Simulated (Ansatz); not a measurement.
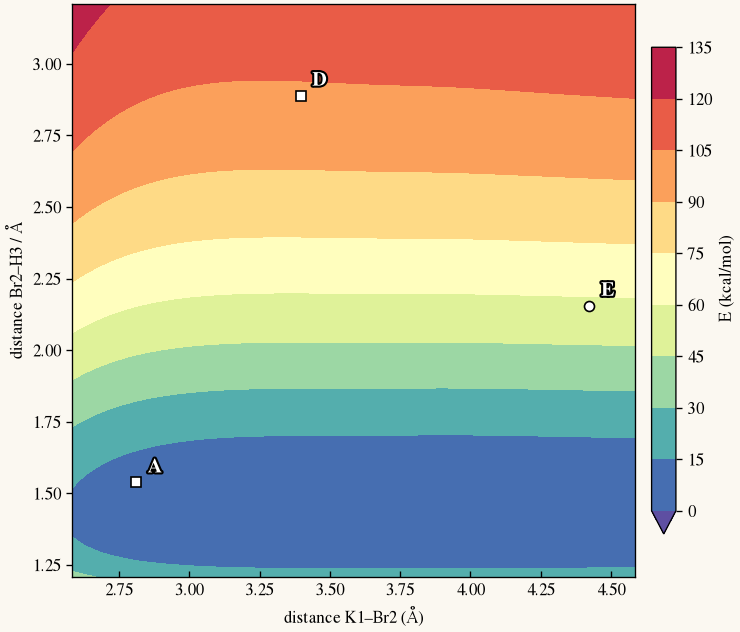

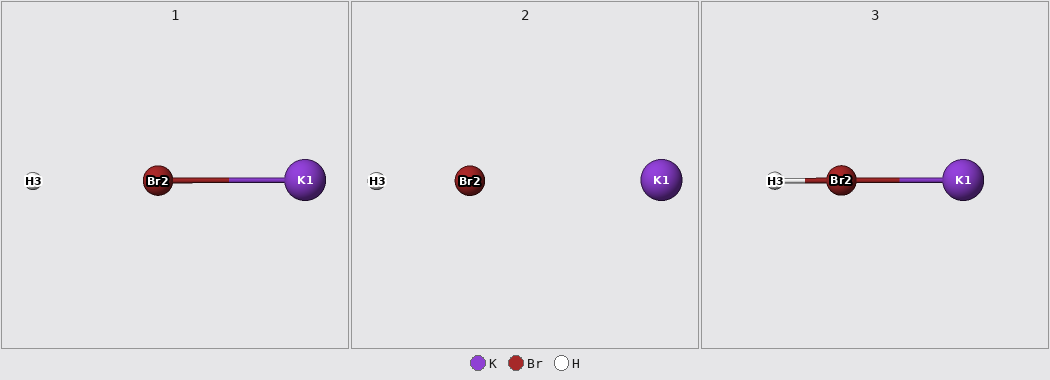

The system K⁺ + BrH. The first coordinate is: distance K1–Br2; the second: distance Br2–H3. Nothing is relaxed (the angle K1–Br2–H3 is fixed at 180 degrees). The scan uses a 17 × 17 grid. All energies are given in kcal/mol relative to the lowest grid point. The reference is spin-restricted, so regions where a bond is pulled apart into radicals lie too high. These are results of RKS PBE0-D4/def2-SVPD (Ansatz), not measurements.

In the figure: filled contours, lettered points. Between grid points the surface is interpolated. The numbered pictures are the structures at these points, in random order.

Q: Which structure belongs to which point?

A: A is structure 3: distance K1–Br2 = 2.811 Å, distance Br2–H3 = 1.538 Å, 8 kcal/mol; D is structure 1: distance K1–Br2 = 3.396 Å, distance Br2–H3 = 2.889 Å, 103 kcal/mol; E is structure 2: distance K1–Br2 = 4.423 Å, distance Br2–H3 = 2.155 Å, 57 kcal/mol.
